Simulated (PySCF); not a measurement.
# monofluorosilane (SiH3F): spin-spin couplings and electronic excitations at several levels of theory, part 2 of 2

PySCF 2.14.0. Atoms count from 0. The steps go on from the part before.

## Step 10: Excited states and response: BHandHLYP/def2-SVPD

What the job is given:

```
{"job": {"kind": "uv", "xc": "BHandHLYP", "basis": "def2-SVPD", "ip": true}, "charge": 0, "multiplicity": 1}
F      1.583989    -0.071185    -0.257326
Si    -0.021042    -0.020167    -0.012821
H     -0.489132     1.378583    -0.218747
H     -0.303476    -0.459865     1.381824
H     -0.678259    -0.932146    -0.989431
```

With the program's defaults for keys left out, this is: TDDFT BHandHLYP/def2-SVPD, vertical, gas phase, core orbitals frozen in the response.

Output:

```text
coarse grid: 4576 points
cycle   1  E = -390.9116261013  dE = -1.700e-01  |g| = 4.636e-01  |ddm| = 2.019e+00
cycle   2  E = -390.9015341619  dE =  1.009e-02  |g| = 5.586e-01  |ddm| = 7.952e-01
cycle   3  E = -390.9517425921  dE = -5.021e-02  |g| = 2.418e-02  |ddm| = 3.693e-01
cycle   4  E = -390.9518791675  dE = -1.366e-04  |g| = 5.661e-03  |ddm| = 5.971e-02
cycle   5  E = -390.9518877563  dE = -8.589e-06  |g| = 4.268e-04  |ddm| = 1.395e-02
final grid: 39648 points
cycle   6  E = -390.9818555638  dE = -1.073e-06  |g| = 3.965e-04  |ddm| = 7.193e-03
cycle   7  E = -390.9818555742  dE = -1.040e-08  |g| = 3.797e-04  |ddm| = 7.539e-04
cycle   8  E = -390.9818555969  dE = -2.270e-08  |g| = 4.788e-05  |ddm| = 2.615e-04
cycle   9  E = -390.9818555974  dE = -4.987e-10  |g| = 9.991e-06  |ddm| = 7.503e-05
converged SCF energy = -390.9818555974

Static polarisability (au): isotropic 27.591, principal 26.077 28.339 28.356

Singlet excitations
state   eV       nm        f      main configurations
  1   8.4788    146.2   0.00783   H->L 0.94
  2   8.4864    146.1   0.00784   H-1->L 0.94
  3   9.7595    127.0   0.00010   H->L+3 0.49, H-1->L+2 0.49
  4   9.7989    126.5   0.17219   H->L+1 0.94
  5   9.8066    126.4   0.17339   H-1->L+1 0.94
  6  10.5766    117.2   0.01374   H->L+2 0.54, H-1->L+3 0.44
  7  10.7061    115.8   0.30283   H-1->L+3 0.24, H-1->L+2 0.24, H->L+3 0.24
  8  10.7092    115.8   0.30458   H-1->L+3 0.27, H->L+3 0.22, H-1->L+2 0.22
  9  11.9054    104.1   0.29757   H-3->L 0.61, H->L+4 0.17
 10  11.9069    104.1   0.29615   H-4->L 0.61, H-1->L+4 0.17

Triplet excitations (Tamm-Dancoff, eV): 7.8599 7.8671 8.9012 8.9031
Vertical ionisation energy (delta-SCF) = 12.7684 eV
```

It took 4.6 s on 1 thread of Arm Neoverse V1, shared host; peak memory 0.36 GiB.

Key values: HOMO -11.22 eV, LUMO 0.65 eV; lowest singlet 8.48 eV.

## Step 11: TDDFT and polarisability: CAM-B3LYP/def2-SVPD

What the job is given:

```
{"job": {"kind": "uv", "xc": "CAM-B3LYP", "basis": "def2-SVPD", "ip": true}, "charge": 0, "multiplicity": 1}
F      1.583989    -0.071185    -0.257326
Si    -0.021042    -0.020167    -0.012821
H     -0.489132     1.378583    -0.218747
H     -0.303476    -0.459865     1.381824
H     -0.678259    -0.932146    -0.989431
```

With the program's defaults for keys left out, this is: TDDFT CAM-B3LYP/def2-SVPD, vertical, gas phase, core orbitals frozen in the response.

Output:

```text
coarse grid: 4576 points
cycle   1  E = -390.9095714621  dE = -1.550e-01  |g| = 4.865e-01  |ddm| = 2.055e+00
cycle   2  E = -390.8816383845  dE =  2.793e-02  |g| = 6.766e-01  |ddm| = 8.497e-01
cycle   3  E = -390.9534655120  dE = -7.183e-02  |g| = 2.647e-02  |ddm| = 4.178e-01
cycle   4  E = -390.9536339122  dE = -1.684e-04  |g| = 5.959e-03  |ddm| = 6.398e-02
cycle   5  E = -390.9536440091  dE = -1.010e-05  |g| = 4.516e-04  |ddm| = 1.623e-02
cycle   6  E = -390.9536440729  dE = -6.375e-08  |g| = 7.605e-05  |ddm| = 1.555e-03
final grid: 39648 points
cycle   7  E = -391.0006351624  dE = -1.831e-06  |g| = 8.729e-04  |ddm| = 6.673e-03
cycle   8  E = -391.0006350987  dE =  6.374e-08  |g| = 1.099e-03  |ddm| = 1.174e-03
cycle   9  E = -391.0006352831  dE = -1.844e-07  |g| = 3.294e-05  |ddm| = 6.530e-04
cycle  10  E = -391.0006352834  dE = -2.964e-10  |g| = 5.116e-06  |ddm| = 6.340e-05
converged SCF energy = -391.0006352834

Static polarisability (au): isotropic 28.591, principal 27.205 29.276 29.293

Singlet excitations
state   eV       nm        f      main configurations
  1   8.0869    153.3   0.00521   H->L 0.95
  2   8.0940    153.2   0.00522   H-1->L 0.95
  3   9.4261    131.5   0.13702   H->L+1 0.94
  4   9.4334    131.4   0.13782   H-1->L+1 0.94
  5   9.4586    131.1   0.00015   H-1->L+2 0.49, H->L+3 0.49
  6  10.1788    121.8   0.01406   H->L+2 0.56, H-1->L+3 0.42
  7  10.2750    120.7   0.23040   H-1->L+2 0.24, H->L+3 0.24, H-1->L+3 0.23
  8  10.2783    120.6   0.23168   H-1->L+3 0.27, H->L+2 0.20, H->L+3 0.20
  9  11.2094    110.6   0.22647   H-2->L 0.79
 10  11.2105    110.6   0.22686   H-3->L 0.79

Triplet excitations (Tamm-Dancoff, eV): 7.5350 7.5420 8.6914 8.6928
Vertical ionisation energy (delta-SCF) = 12.6662 eV
```

Wall time 5.2 s (1 thread of Arm Neoverse V1, shared host); peak memory 0.37 GiB.

Key values: HOMO -11.27 eV, LUMO 0.77 eV; lowest singlet 8.09 eV.

## Step 12: Excited states and response: wB97X-D/def2-SVPD

What the job is given:

```
{"job": {"kind": "uv", "xc": "wB97X-D", "basis": "def2-SVPD", "ip": true}, "charge": 0, "multiplicity": 1}
F      1.583989    -0.071185    -0.257326
Si    -0.021042    -0.020167    -0.012821
H     -0.489132     1.378583    -0.218747
H     -0.303476    -0.459865     1.381824
H     -0.678259    -0.932146    -0.989431
```

With the program's defaults for keys left out, this is: TDDFT wB97X-D/def2-SVPD, vertical, gas phase, core orbitals frozen in the response.

Output:

```text
coarse grid: 4576 points
cycle   1  E = -390.8925633938  dE = -1.761e-01  |g| = 4.868e-01  |ddm| = 2.025e+00
cycle   2  E = -390.8810214665  dE =  1.154e-02  |g| = 6.038e-01  |ddm| = 8.486e-01
cycle   3  E = -390.9376717838  dE = -5.665e-02  |g| = 2.620e-02  |ddm| = 3.545e-01
cycle   4  E = -390.9378509460  dE = -1.792e-04  |g| = 6.046e-03  |ddm| = 8.863e-02
cycle   5  E = -390.9378646750  dE = -1.373e-05  |g| = 8.022e-04  |ddm| = 3.330e-02
cycle   6  E = -390.9378649254  dE = -2.504e-07  |g| = 1.179e-04  |ddm| = 4.374e-03
final grid: 39648 points
cycle   7  E = -390.9873612207  dE = -2.401e-05  |g| = 4.856e-03  |ddm| = 5.622e-02
cycle   8  E = -390.9873607983  dE =  4.224e-07  |g| = 5.685e-03  |ddm| = 1.088e-02
cycle   9  E = -390.9873656433  dE = -4.845e-06  |g| = 2.301e-04  |ddm| = 3.137e-03
cycle  10  E = -390.9873656723  dE = -2.898e-08  |g| = 8.826e-05  |ddm| = 1.154e-03
cycle  11  E = -390.9873656749  dE = -2.594e-09  |g| = 8.370e-06  |ddm| = 2.389e-04
cycle  12  E = -390.9873656750  dE = -5.957e-11  |g| = 1.871e-06  |ddm| = 3.111e-05
converged SCF energy = -390.9873656750

Static polarisability (au): isotropic 28.552, principal 27.264 29.188 29.205

Singlet excitations
state   eV       nm        f      main configurations
  1   8.1704    151.7   0.00519   H->L 0.96
  2   8.1771    151.6   0.00521   H-1->L 0.96
  3   9.5201    130.2   0.00003   H->L+3 0.49, H-1->L+2 0.49
  4   9.5856    129.3   0.15817   H->L+1 0.95
  5   9.5927    129.2   0.15919   H-1->L+1 0.95
  6  10.2043    121.5   0.01207   H->L+2 0.53, H-1->L+3 0.44
  7  10.3601    119.7   0.23773   H-1->L+2 0.23, H->L+3 0.23, H-1->L+3 0.23
  8  10.3635    119.6   0.23875   H-1->L+3 0.26, H->L+2 0.21, H->L+3 0.21
  9  11.2522    110.2   0.21031   H-2->L 0.84
 10  11.2535    110.2   0.21091   H-3->L 0.84

Triplet excitations (Tamm-Dancoff, eV): 7.7257 7.7325 9.0566 9.0589
Vertical ionisation energy (delta-SCF) = 12.6467 eV
```

Run time: 4.5 s. Hardware: 1 thread of Arm Neoverse V1, shared host; peak memory 0.37 GiB.

This run: HOMO -11.76 eV, LUMO 1.65 eV; lowest singlet 8.17 eV.

## Step 13: Excited states and response: LC-wPBE/def2-SVPD

What the job is given:

```
{"job": {"kind": "uv", "xc": "LC-wPBE", "basis": "def2-SVPD", "ip": true}, "charge": 0, "multiplicity": 1}
F      1.583989    -0.071185    -0.257326
Si    -0.021042    -0.020167    -0.012821
H     -0.489132     1.378583    -0.218747
H     -0.303476    -0.459865     1.381824
H     -0.678259    -0.932146    -0.989431
```

With the program's defaults for keys left out, this is: TDDFT LC-wPBE/def2-SVPD, vertical, gas phase, core orbitals frozen in the response.

Output:

```text
coarse grid: 4576 points
cycle   1  E = -390.7628996671  dE = -1.997e-01  |g| = 4.893e-01  |ddm| = 2.002e+00
cycle   2  E = -390.7636488259  dE = -7.492e-04  |g| = 5.543e-01  |ddm| = 7.684e-01
cycle   3  E = -390.8106097962  dE = -4.696e-02  |g| = 3.075e-02  |ddm| = 3.133e-01
cycle   4  E = -390.8108692208  dE = -2.594e-04  |g| = 6.942e-03  |ddm| = 9.129e-02
cycle   5  E = -390.8108902596  dE = -2.104e-05  |g| = 9.357e-04  |ddm| = 3.716e-02
cycle   6  E = -390.8108906401  dE = -3.805e-07  |g| = 1.401e-04  |ddm| = 5.049e-03
final grid: 39648 points
cycle   7  E = -390.8756302765  dE = -7.565e-06  |g| = 6.154e-03  |ddm| = 1.659e-02
cycle   8  E = -390.8756295251  dE =  7.514e-07  |g| = 6.884e-03  |ddm| = 6.941e-03
cycle   9  E = -390.8756364919  dE = -6.967e-06  |g| = 1.567e-04  |ddm| = 3.569e-03
cycle  10  E = -390.8756365021  dE = -1.020e-08  |g| = 4.699e-05  |ddm| = 4.119e-04
cycle  11  E = -390.8756365035  dE = -1.470e-09  |g| = 7.391e-06  |ddm| = 1.415e-04
cycle  12  E = -390.8756365036  dE = -4.115e-11  |g| = 1.441e-06  |ddm| = 2.103e-05
converged SCF energy = -390.8756365036

Static polarisability (au): isotropic 28.236, principal 27.079 28.807 28.823

Singlet excitations
state   eV       nm        f      main configurations
  1   8.3104    149.2   0.00511   H->L 0.79, H->L+1 0.17
  2   8.3179    149.1   0.00513   H-1->L 0.79, H-1->L+1 0.17
  3   9.6272    128.8   0.00000   H-1->L+2 0.48, H->L+3 0.48
  4   9.9236    124.9   0.19141   H->L+1 0.76, H->L 0.17
  5   9.9308    124.8   0.19306   H-1->L+1 0.76, H-1->L 0.17
  6  10.6007    117.0   0.15697   H->L+2 0.85
  7  10.6068    116.9   0.21895   H-1->L+2 0.42, H->L+3 0.40
  8  10.6161    116.8   0.09782   H-1->L+3 0.90
  9  11.5317    107.5   0.29959   H-2->L 0.59, H-3->L 0.10
 10  11.5326    107.5   0.29994   H-3->L 0.59, H-2->L 0.10

Triplet excitations (Tamm-Dancoff, eV): 7.6248 7.6318 8.8132 8.8162
Vertical ionisation energy (delta-SCF) = 12.7913 eV
```

Run time: 7.3 s. Hardware: 1 thread of Arm Neoverse V1, shared host; peak memory 0.37 GiB.

Key values: HOMO -12.64 eV, LUMO 1.96 eV; lowest singlet 8.31 eV.

## Step 14: TDDFT and polarisability: PBE0/6-31G*

What the job is given:

```
{"job": {"kind": "uv", "xc": "PBE0", "basis": "6-31G*"}, "charge": 0, "multiplicity": 1}
F      1.583989    -0.071185    -0.257326
Si    -0.021042    -0.020167    -0.012821
H     -0.489132     1.378583    -0.218747
H     -0.303476    -0.459865     1.381824
H     -0.678259    -0.932146    -0.989431
```

Method: TDDFT PBE0/6-31G*, vertical, gas phase, core orbitals frozen in the response.

Output:

```text
coarse grid: 4576 points
cycle   1  E = -390.8926671463  dE = -9.810e-02  |g| = 5.343e-01  |ddm| = 1.721e+00
cycle   2  E = -390.8215866830  dE =  7.108e-02  |g| = 8.550e-01  |ddm| = 9.587e-01
cycle   3  E = -390.9414682873  dE = -1.199e-01  |g| = 1.532e-02  |ddm| = 6.026e-01
cycle   4  E = -390.9415254556  dE = -5.717e-05  |g| = 5.375e-03  |ddm| = 2.548e-02
cycle   5  E = -390.9415337298  dE = -8.274e-06  |g| = 3.902e-04  |ddm| = 7.077e-03
final grid: 39648 points
cycle   6  E = -390.9310368285  dE = -3.127e-06  |g| = 1.137e-03  |ddm| = 4.208e-03
cycle   7  E = -390.9310366368  dE =  1.917e-07  |g| = 1.611e-03  |ddm| = 1.722e-03
cycle   8  E = -390.9310370449  dE = -4.081e-07  |g| = 2.952e-05  |ddm| = 1.007e-03
cycle   9  E = -390.9310370451  dE = -2.165e-10  |g| = 1.313e-05  |ddm| = 5.305e-05
converged SCF energy = -390.9310370451

Static polarisability (au): isotropic 20.576, principal 18.435 21.629 21.663

Singlet excitations
state   eV       nm        f      main configurations
  1   8.2282    150.7   0.00092   H->L 0.99
  2   8.2343    150.6   0.00092   H-1->L 0.99
  3  10.2494    121.0   0.00001   H-1->L+1 0.50, H->L+2 0.49
  4  10.6223    116.7   0.00014   H-2->L 0.65, H->L+1 0.10, H-1->L+2 0.09
  5  10.6262    116.7   0.00015   H-3->L 0.66, H->L+2 0.09, H-1->L+1 0.09
  6  10.9303    113.4   0.00098   H->L+1 0.39, H-4->L 0.30, H-1->L+2 0.28
  7  10.9923    112.8   0.07941   H-2->L 0.30, H-1->L+2 0.18, H->L+2 0.12
  8  10.9985    112.7   0.08158   H-3->L 0.30, H-1->L+2 0.15, H->L+2 0.15
  9  11.7644    105.4   0.43875   H-4->L 0.61, H-1->L+2 0.14, H->L+1 0.14
 10  12.0443    102.9   0.38602   H->L+3 0.68

Triplet excitations (Tamm-Dancoff, eV): 7.7621 7.7682 9.5027 9.5127
```

Run time: 1.1 s. Hardware: 1 thread of Arm Neoverse V1, shared host; peak memory 0.37 GiB.

Key values: HOMO -9.63 eV, LUMO 0.30 eV; lowest singlet 8.23 eV.

## Step 15: Side by side: spin-spin couplings

Couplings (Hz), each a mean over the pairs like the one named, with basis size and wall time:

| run | F0–Si1 | Si1–H2 | F0–H2 | H2–H3 | functions | time |
| --- | --- | --- | --- | --- | --- | --- |
| B3LYP/cc-pVTZ | 338.8 | -181.3 | 33.2 | 13.9 | 106 | 3.1 s |
| B3LYP/6-31G* | 266.7 | -202.2 | 38.5 | 14.6 | 38 | 1.2 s |
| measured size | 278.7 | 233.6 | – | – | – | – |

Measured: Rusakov and Rusakova, Molecules 2022, 27, 6145.

## Step 16: Run by run: electronic excitations

Excitations and ground-state properties, with basis size and wall time:

| run | lowest singlet (eV) | brightest (eV) | f | gap (eV) | α (Å³) | μ (D) | functions | time |
| --- | --- | --- | --- | --- | --- | --- | --- | --- |
| HF/def2-SVPD | 9.28 | 11.63 | 0.440 | 15.76 | 3.89 | 1.63 | 71 | 0.81 s |
| LDA/def2-SVPD | 7.27 | 9.32 | 0.166 | 7.08 | 4.54 | 1.45 | 71 | 4.4 s |
| PBE/def2-SVPD | 7.44 | 9.41 | 0.132 | 7.30 | 4.43 | 1.38 | 71 | 7.6 s |
| B3LYP/def2-SVPD | 7.92 | 9.99 | 0.202 | 9.20 | 4.27 | 1.47 | 71 | 3.8 s |
| PBE0/def2-SVPD | 7.99 | 10.13 | 0.226 | 9.64 | 4.25 | 1.48 | 71 | 3.5 s |
| BHandHLYP/def2-SVPD | 8.48 | 10.71 | 0.305 | 11.87 | 4.09 | 1.57 | 71 | 4.6 s |
| CAM-B3LYP/def2-SVPD | 8.09 | 10.28 | 0.232 | 12.04 | 4.24 | 1.52 | 71 | 5.2 s |
| wB97X-D/def2-SVPD | 8.17 | 10.36 | 0.239 | 13.41 | 4.23 | 1.50 | 71 | 4.5 s |
| LC-wPBE/def2-SVPD | 8.31 | 11.53 | 0.300 | 14.60 | 4.18 | 1.50 | 71 | 7.3 s |
| PBE0/6-31G* | 8.23 | 11.76 | 0.439 | 9.93 | 3.05 | 1.39 | 38 | 1.1 s |

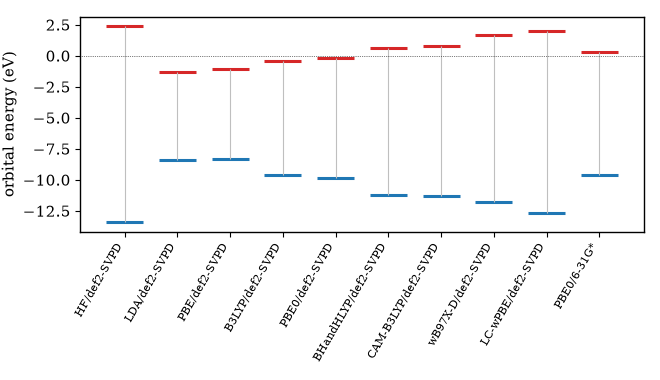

HOMO (blue) and LUMO (red) run by run.

Measured dipole: 1.30 D (gas; NIST CCCBDB Release 22 (SRD 101), experimental dipoles).

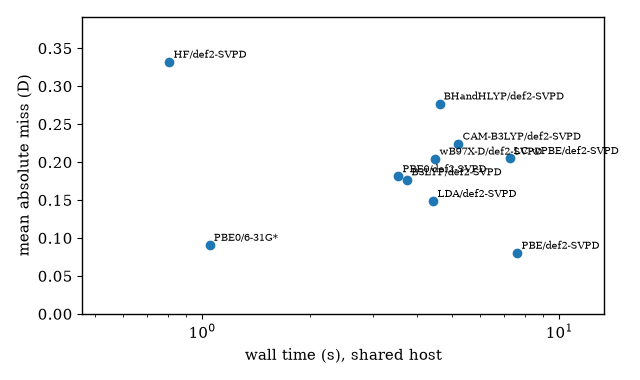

Cost against miss for the measured dipole.

## Step 17: Outcome

What follows sums up all 2 parts.

```
                                     quantity                         value
                                  point group                           C3v
         rotational constants (main isotopes)       83.89, 13.85, 13.84 GHz
largest coupling of the table (B3LYP/cc-pVTZ)     1J(F,Si) F0–Si1, 338.8 Hz
                lowest singlet (HF/def2-SVPD)   9.28 eV (134 nm), f = 0.014
     brightest single state of those computed  state 7, 11.63 eV, f = 0.440
                               lowest triplet                       8.30 eV
            vertical ionisation energy (ΔSCF)                      12.34 eV
     range of J(F0,Si1), mean over like pairs             266.7 to 338.8 Hz
                  range of the lowest singlet               7.27 to 9.28 eV
```

Single values in the summary come from the first run of each kind that ended normally (B3LYP/cc-pVTZ; HF/def2-SVPD), which need not be the best level. The start was shaken at random, so part of the energy gained undoes that. The optimisation took 3 steps and gained 0.179 eV; among the close pairs (by a distance rule), F0–Si1 changed most, from 1.684 to 1.624 Å. In the run at B3LYP/cc-pVTZ, the largest coupling of the table is F0–Si1, 338.8 Hz, of which the Fermi-contact term gives 282.9 Hz. The 2 measured couplings differ from the computed sizes by 56.2 Hz on average; vibrational averaging and surroundings are not included. At HF/def2-SVPD, the highest states lie near or above the ionisation energy, where they hang on the basis. The orbital energy would give 13.39 eV for ionisation, ΔSCF gives 12.34 eV. The dipole moment, 1.63 D, compares with 1.30 D measured. The coupling F0–Si1, as a mean over pairs of its kind, runs from 266.7 Hz (B3LYP/6-31G*) to 338.8 Hz (B3LYP/cc-pVTZ). The lowest singlet runs from 7.27 eV (LDA/def2-SVPD) to 9.28 eV (HF/def2-SVPD), while the orbital gap spans 7.08 to 15.76 eV. The lowest state need not be the same one in every run. The runs solved for a few states only, so the brightest column depends on that window. Couplings from bases without tight functions are rough. One molecule ranks no method: errors cancel, and vibration and temperature are missing from all runs.
